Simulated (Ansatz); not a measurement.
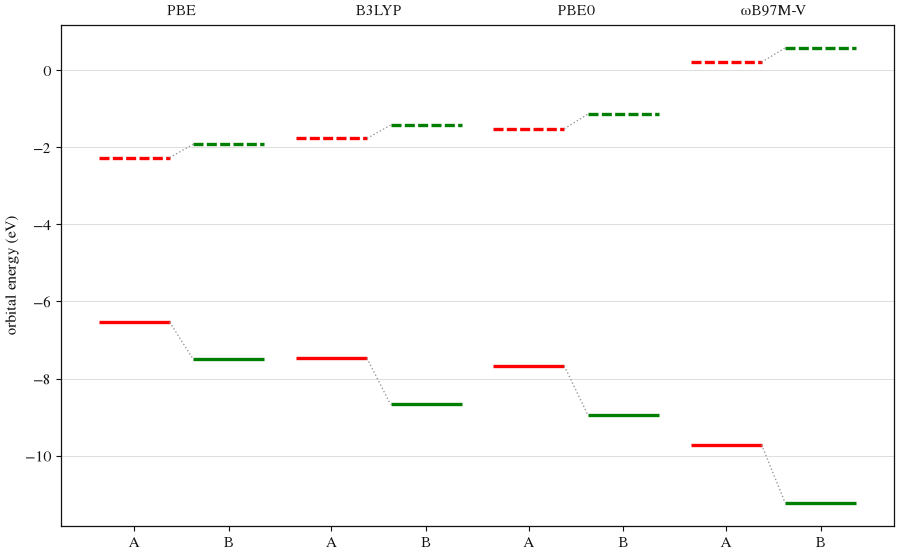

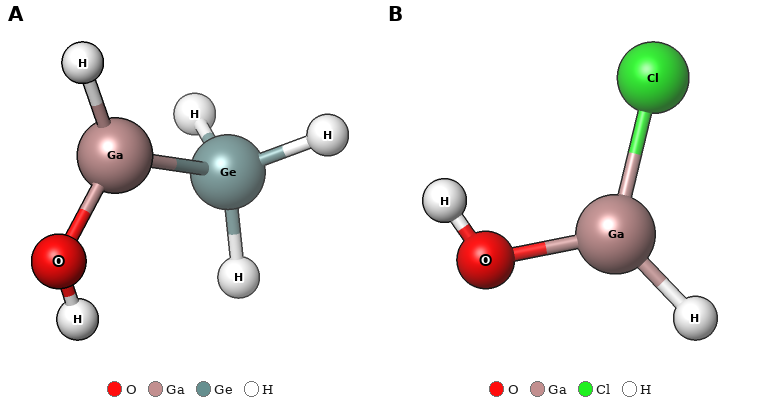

One change: A, GaGeH₅O (SMILES [OH][GaH][GeH3]), becomes B, GaH₂OCl (SMILES [OH][GaH][Cl]). GeH₃ on Ga is replaced by Cl. HOMO (solid) and LUMO (dashed) computed in def2-TZVPP at PBE0-D4/def2-TZVP geometries, both minima by their frequencies, gas phase, the Ansatz code 0.2.0. Empty levels above zero depend strongly on the basis.

What does the change do to HOMO and LUMO?

Answer. PBE: the HOMO falls by 0.97 eV, the LUMO rises by 0.35 eV, and the separation goes from 4.27 to 5.58 eV. B3LYP: the HOMO falls by 1.20 eV, the LUMO rises by 0.34 eV, and the separation goes from 5.70 to 7.25 eV. PBE0: the HOMO falls by 1.28 eV, the LUMO rises by 0.38 eV, and the separation goes from 6.15 to 7.81 eV. ωB97M-V: the HOMO falls by 1.52 eV, the LUMO rises by 0.37 eV, and the separation goes from 9.92 to 11.81 eV.

Do the functionals agree on the effect?

Answer. They agree on the direction for both levels; the HOMO shift lies between −1.52 and −0.97 eV and the LUMO shift between 0.34 and 0.38 eV, while the separations themselves differ by up to 6.2 eV between functionals.
